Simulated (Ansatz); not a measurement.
**CH8O2Si2: up Jacob's ladder to CCSD(T)**

How much do the methods differ for CH8O2Si2? The plan is to run it at one geometry with functionals of several rungs and with coupled cluster. The yardstick is the atomisation energy at the CCSD(T) limit.

Method: functionals in def2-TZVPP, the program's frozen cores in correlated methods; program: Ansatz 0.2.0, Gaussian basis.

Plan: PBE-D4, r2SCAN-D4, PBE0-D4, B3LYP-D4, ωB97X-V, ωB97M-V, B2PLYP; CCSD(T)/def2-TZVPP; MP2/def2-QZVPP; extrapolation to the limit.

## 1. The relaxed structure

All runs share one geometry, relaxed beforehand with PBE0-D4 in a triple-zeta def2 set.

SMILES `OC[SiH2]O[SiH3]`, 13 atoms, charge 0, spin multiplicity 1.

Atoms are counted from 1 here; the program's logs count them from 0.

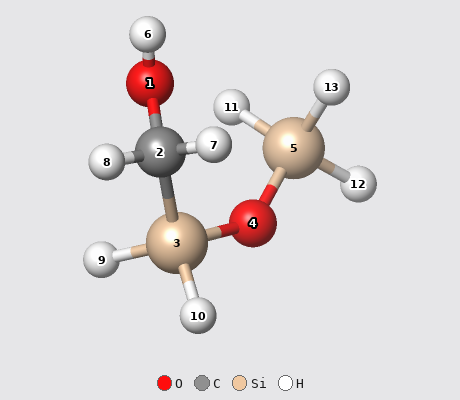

The structure; oxygen red, carbon grey, silicon light orange, hydrogen white; atoms are numbered from 1 in the order of the file.

## 2. PBE-D4 (GGA)

in.yaml reads:

```yaml
crystal:
  periodic: [false, false, false]
  atoms:
    - {symbol: O, position_ang: [-1.649638, 0.249055, -0.470733]}
    - {symbol: C, position_ang: [-1.362573, -0.654817, 0.588565]}
    - {symbol: Si, position_ang: [0.354621, -1.341991, 0.245454]}
    - {symbol: O, position_ang: [1.399069, -0.098137, 0.064212]}
    - {symbol: Si, position_ang: [1.484924, 1.419103, -0.550713]}
    - {symbol: H, position_ang: [-2.474685, 0.703585, -0.285844]}
    - {symbol: H, position_ang: [-1.362715, -0.149240, 1.564676]}
    - {symbol: H, position_ang: [-2.097579, -1.470908, 0.644570]}
    - {symbol: H, position_ang: [0.332309, -2.164741, -0.991477]}
    - {symbol: H, position_ang: [0.793335, -2.175094, 1.394778]}
    - {symbol: H, position_ang: [1.034166, 1.448584, -1.964793]}
    - {symbol: H, position_ang: [2.906521, 1.841846, -0.479129]}
    - {symbol: H, position_ang: [0.662646, 2.357955, 0.255132]}
basis:
  gaussian: {orbitals: def2-TZVPP}
hamiltonian: {xc: pbe, dispersion: d4}
output: {forces: true, orbitals: {seedname: orbitals}}
```

On the command line:

```bash
$ ansatz run in.yaml --threads 4 --pin off --events-out ev --progress --plain --max-ram 10444MiB
```

Further steps of the session: r2SCAN-D4 (meta-GGA); PBE0-D4 (hybrid); B3LYP-D4 (hybrid); ωB97X-V (range-separated); ωB97M-V (range-separated); B2PLYP (double hybrid); CCSD(T) in def2-TZVPP; MP2 in def2-QZVPP.

**Question.** What will the summary of the whole plan be? Wanted: atomisation energy, CCSD(T)/CBS; farthest; mean size of error, hybrid; mean size of error, range-separated; gap, smallest and largest; T1 diagnostic; triples share of the correlation energy.

**Answer**, as computed:

```
                               quantity                                 value
        atomisation energy, CCSD(T)/CBS                             47.596 eV
    functionals within 0.238 eV (0.5 %)              PBE-D4, ωB97X-V, ωB97M-V
                               farthest                    B2PLYP (-0.757 eV)
             mean size of error, hybrid                              0.507 eV
    mean size of error, range-separated                              0.054 eV
              gap, smallest and largest  5.77 eV (PBE-D4), 12.69 eV (ωB97X-V)
                          T1 diagnostic                                0.0109
triples share of the correlation energy                                 3.3 %
```

In words: PBE-D4 misses by -0.143 eV. Double hybrids carry the basis error of their MP2 part in triple zeta, and no dispersion term here, so their miss is partly the set-up's. Misses under about 0.238 eV are within the doubt on the reference itself, which lacks core-valence correlation, relativity and higher excitations. Hartree-Fock recovers 73 % of the binding; the rest is correlation. Orbital gaps span 5.8 to 12.7 eV; exact exchange widens them.
